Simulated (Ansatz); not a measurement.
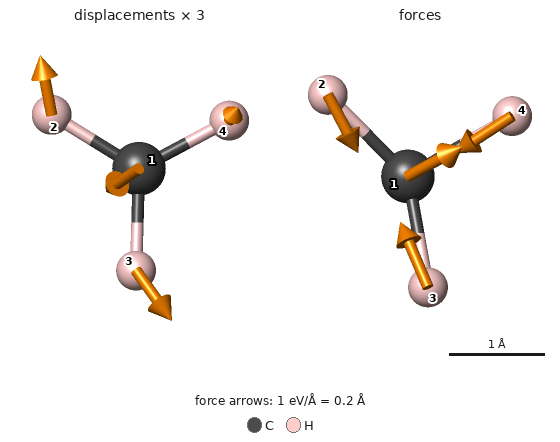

Left: CH$_{3}$ (multiplicity 2), with orange arrows for the displacements applied to it. Right: the displaced structure with the computed forces. The picture is a ball-and-stick view, seen face on.

Theory: UKS r2SCAN-D4/def2-TZVPP (Ansatz). 

How do the forces relate to the distortion?

Answer. All atoms are moved at random (σ = 0.12 Å) from the PBE0-D4/def2-TZVP minimum. The energy rises by 138.1 kJ/mol. The largest force is 4.1 eV/Å, on C1. The forces mostly point back along the displacements (cosine −0.90). At other levels of theory the same distortion costs 124.2 kJ/mol (UKS PBE-D4/def2-TZVPP), 138.4 kJ/mol (UKS PBE0-D4/def2-TZVPP), 142.1 kJ/mol (UKS wB97M-V/def2-TZVPP), 138.2 kJ/mol (UHF-CCSD(T), frozen core/def2-TZVPP). Near-neighbour distances before and after: C1–H4 1.080 → 1.277 Å, C1–H3 1.080 → 1.252 Å, C1–H2 1.080 → 1.222 Å. Among the angles between lasting bonds that change: H2–C1–H4 120.0° → 102.8°, H2–C1–H3 120.0° → 135.8°.
